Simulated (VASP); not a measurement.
Band structure of Pb$_{2}$SeS (space group P4/mmm). All values below come from modified Becke-Johnson potential (mBJ) with spin-orbit coupling, VASP's PBE PAW potentials (set 64) (plane waves; VASP).

mBJ is a potential without an energy functional, so only the levels count.

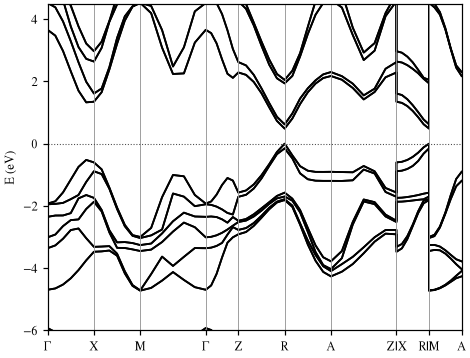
Fig. 1. Bands along high-symmetry lines, zero at the valence-band maximum or, without a gap, the Fermi level

Read the plot: is there a gap, and where are the band edges?

The gap is direct, 0.49 eV, from the valence maximum at R to the conduction minimum at R.

The structure comes from a computed database's Pb2SeS entry (P4/mmm); how it stands against other phases isn't given here. It was relaxed first. The cell's shape comes from a PBE relaxation.
